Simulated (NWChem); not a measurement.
**One shape, several levels: triplet C2H4Si**

We compute a comparison of 6 runs (U-r2SCAN/6-311+G**, U-revPBE/6-311+G**, UBHLYP/6-311+G**, UBLYP/6-311+G**, UPBE/6-311+G**, UTPSS/6-311+G**) of triplet C2H4Si. 

The results are computed with NWChem 7.3.0.

**1. The structure to begin with**

C2H4Si: 7 atoms, total charge 0, spin state triplet. As SMILES of the parent species, `C#C[SiH3]`. Geometry: relaxed at PBE0-D4/def2-TZVP. That shape belongs to the parent species and isn't relaxed for this state.

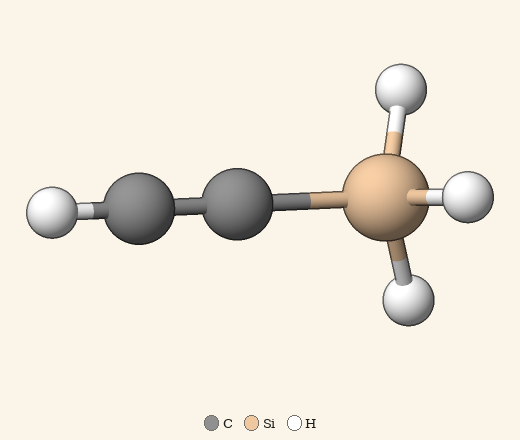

The structure, seen from a chosen angle (carbon grey, silicon light orange, hydrogen white).

**2. A single-point energy at U-r2SCAN/6-311+G(d,p) (run 1)**

The input, c2h4si.xyz:

```xyz
7

C     -0.580700    -1.871400     0.172200
C     -0.218500    -0.726500     0.062400
Si     0.329800     1.004300    -0.103800
H     -0.901000    -2.883500     0.269300
H     -0.094500     1.528300    -1.425000
H     -0.281700     1.818100     0.974900
H      1.807900     1.062900     0.004400
```

The input, c2h4si.nw:

```
start c2h4si
memory stack 880 mb heap 220 mb global 1100 mb

geometry noautosym nocenter noautoz
   load format xyz c2h4si.xyz
end

basis spherical bse
   C library 6-311+G**
   Si library 6-311+G**
   H library 6-311+G**
end

dft
   xc r2scan
   mult 3
   grid fine
   convergence energy 1e-08
   iterations 100
   mulliken
end

task dft
```

Command:

```bash
$ nwchem c2h4si.nw > c2h4si.out
```

Output:

```text
[...]
          Wavefunction type:  spin polarized.
          No. of atoms     :     7
          No. of electrons :    30
[...]
          Charge           :     0
          Spin multiplicity:     3
[...]
          AO basis - number of functions:    98
[...]
              XC Information
              --------------
                      r^2SCAN Method XC Functional
               r^2SCAN metaGGA Exchange Functional  1.000
                     r^2SCAN Correlation Potential  1.000
[...]
 d= 0,ls=0.0,diis     1   -367.7469463892 -4.51D+02  1.05D-02  1.42D-01     3.0
[...]
 d= 0,ls=0.0,diis    12   -367.7961530574 -4.56D-09  5.75D-07  6.62D-11    32.1
[...]
         Total DFT energy =     -367.796153057425
      One electron energy =     -670.018601327647
           Coulomb energy =      252.331353051181
    Exchange-Corr. energy =      -33.156801532193
 Nuclear repulsion energy =       83.047896751235
[...]
      Total Density - Mulliken Population Analysis
     ---------------------------------------------
    Atom       Charge   Shell Charges
 -----------   ------   -------------------------------------------------------
    1 C    6     6.17   1.11  0.88  0.64  0.79  1.35  0.59  0.69 -0.00  0.08  0.04
    2 C    6     6.14   1.11  0.88  0.62  0.79  1.40  0.68  0.78 -0.14 -0.03  0.04
    3 Si  14    13.55   0.79  1.18  0.95  1.03  0.79  0.47  1.97  3.91  0.65  1.42  0.08  0.10  0.04  0.17
    4 H    1     0.82   0.26  0.48  0.04  0.03
    5 H    1     1.11   0.25  0.59  0.27  0.01
    6 H    1     1.10   0.25  0.59  0.26  0.01
    7 H    1     1.11   0.25  0.59  0.26  0.01
[...]
      <S2> =      2.0091 (Exact =     2.0000)
[...]
```

Run time: 33 s. Hardware: 1 thread of Intel Xeon Platinum 8488C (Sapphire Rapids), shared host; peak memory 0.12 GiB.

**3. The energy at U-revPBE/6-311+G(d,p) (run 2)**

The input, mol.xyz:

```xyz
7

C     -0.580700    -1.871400     0.172200
C     -0.218500    -0.726500     0.062400
Si     0.329800     1.004300    -0.103800
H     -0.901000    -2.883500     0.269300
H     -0.094500     1.528300    -1.425000
H     -0.281700     1.818100     0.974900
H      1.807900     1.062900     0.004400
```

The input, mol.nw:

```
start mol
memory stack 880 mb heap 220 mb global 1100 mb
geometry units angstroms noautosym nocenter noautoz
   load format xyz mol.xyz
end
basis "ao basis" spherical bse
   * library 6-311+G**
end
dft
   xc revpbe cpbe96
   mult 3
   grid fine
   convergence energy 1e-08
   maxiter 100
   mulliken
   print medium
end
task dft energy
```

Command:

```bash
$ nwchem mol.nw > mol.out
```

Output:

```text
[...]
          Wavefunction type:  spin polarized.
          No. of atoms     :     7
          No. of electrons :    30
[...]
          Charge           :     0
          Spin multiplicity:     3
[...]
          AO basis - number of functions:    98
[...]
              XC Information
              --------------
                        RevPBE Exchange Functional  1.000
            Perdew 1991 LDA Correlation Functional  1.000 local
           PerdewBurkeErnz. Correlation Functional  1.000 non-local
[...]
 d= 0,ls=0.0,diis     1   -367.7419269949 -4.51D+02  1.14D-02  1.92D-01     2.4
[...]
 d= 0,ls=0.0,diis    13   -367.7895170297 -4.70D-09  3.37D-06  4.30D-10    27.8
[...]
         Total DFT energy =     -367.789517029732
      One electron energy =     -670.016357925172
           Coulomb energy =      252.315479304257
    Exchange-Corr. energy =      -33.136535160052
 Nuclear repulsion energy =       83.047896751235
[...]
      Total Density - Mulliken Population Analysis
     ---------------------------------------------
    Atom       Charge   Shell Charges
 -----------   ------   -------------------------------------------------------
    1 C    6     6.20   1.11  0.88  0.65  0.80  1.35  0.58  0.67  0.02  0.11  0.04
    2 C    6     6.13   1.11  0.88  0.63  0.80  1.39  0.65  0.76 -0.18  0.05  0.04
    3 Si  14    13.58   0.79  1.18  0.95  1.04  0.83  0.43  1.98  3.89  0.67  1.42  0.09  0.08  0.07  0.16
    4 H    1     0.84   0.26  0.48  0.06  0.03
    5 H    1     1.08   0.25  0.58  0.25  0.01
    6 H    1     1.08   0.25  0.58  0.24  0.01
    7 H    1     1.08   0.25  0.58  0.25  0.01
[...]
      <S2> =      2.0052 (Exact =     2.0000)
[...]
```

Run time: 29 s. Hardware: 1 thread of Intel Xeon Platinum 8488C (Sapphire Rapids), shared host; peak memory 0.12 GiB.

Runs 3 to 5 aren't shown in full; the table further down has their settings and results.

**4. The energy at UTPSS/6-311+G(d,p) (run 6)**

c2h4si.xyz is that of step 2.

The input, c2h4si.nw:

```
start c2h4si
memory total 2200 mb

geometry noautosym nocenter noautoz
   load format xyz c2h4si.xyz
end

basis spherical bse
   * library 6-311+G**
end

dft
   xc xtpss03 ctpss03
   mult 3
   grid fine
   convergence energy 1e-08
   iterations 100
   mulliken
end

task dft energy
```

Command:

```bash
$ nwchem c2h4si.nw > c2h4si.out
```

Output:

```text
[...]
          Wavefunction type:  spin polarized.
          No. of atoms     :     7
          No. of electrons :    30
[...]
          Charge           :     0
          Spin multiplicity:     3
[...]
          AO basis - number of functions:    98
[...]
              XC Information
              --------------
                  TPSS metaGGA Exchange Functional  1.000
             TPSS03 metaGGA Correlation Functional  1.000
[...]
 d= 0,ls=0.0,diis     1   -367.8684823993 -4.51D+02  1.07D-02  1.35D-01     3.0
[...]
 d= 0,ls=0.0,diis    12   -367.9185557709 -4.08D-09  1.53D-06  5.76D-10    32.8
[...]
         Total DFT energy =     -367.918555770900
      One electron energy =     -670.031451160578
           Coulomb energy =      252.350519876183
    Exchange-Corr. energy =      -33.285521237740
 Nuclear repulsion energy =       83.047896751235
[...]
      Total Density - Mulliken Population Analysis
     ---------------------------------------------
    Atom       Charge   Shell Charges
 -----------   ------   -------------------------------------------------------
    1 C    6     6.19   1.11  0.88  0.65  0.80  1.34  0.60  0.67  0.00  0.10  0.04
    2 C    6     6.14   1.11  0.88  0.63  0.80  1.39  0.66  0.78 -0.17  0.02  0.04
    3 Si  14    13.55   0.79  1.18  0.95  1.03  0.79  0.46  1.98  3.90  0.66  1.41  0.08  0.10  0.06  0.17
    4 H    1     0.82   0.26  0.49  0.04  0.03
    5 H    1     1.10   0.25  0.61  0.23  0.01
    6 H    1     1.09   0.25  0.61  0.23  0.01
    7 H    1     1.10   0.25  0.61  0.23  0.01
[...]
      <S2> =      2.0068 (Exact =     2.0000)
[...]
```

Wall time 34 s (1 thread of Intel Xeon Platinum 8488C (Sapphire Rapids), shared host); peak memory 0.12 GiB.

**5. Overview of the runs**

```tsv
run	level	energy (Eh)	dipole moment (D)	HOMO energy (eV)	⟨S²⟩	wall time
1	U-r2SCAN/6-311+G**	-367.796153	0.67	-2.49	2.009	33 s
2	U-revPBE/6-311+G**	-367.789517	0.52	-2.21	2.005	29 s
3	UBHLYP/6-311+G**	-367.826213	0.71	-4.25	2.008	30 s
4	UBLYP/6-311+G**	-367.835457	0.40	-2.02	2.004	29 s
5	UPBE/6-311+G**	-367.607667	0.45	-2.23	2.005	29 s
6	UTPSS/6-311+G**	-367.918556	0.64	-2.32	2.007	34 s
```

**6. What came out**

| quantity | value |
| --- | --- |
| run 6: total energy | -367.91856 Eh |
| run 6: dipole moment | 0.64 D |
| run 6: HOMO energy (highest over α and β) | -2.32 eV |
| run 6: ⟨S²⟩ | 2.007 |

In words: The dipole moment (its size) runs from 0.40 D (UBLYP/6-311+G**) to 0.71 D (UBHLYP/6-311+G**). Totals of different functionals can't be ranked against each other. All runs together took 3 min, the longest 34 s.
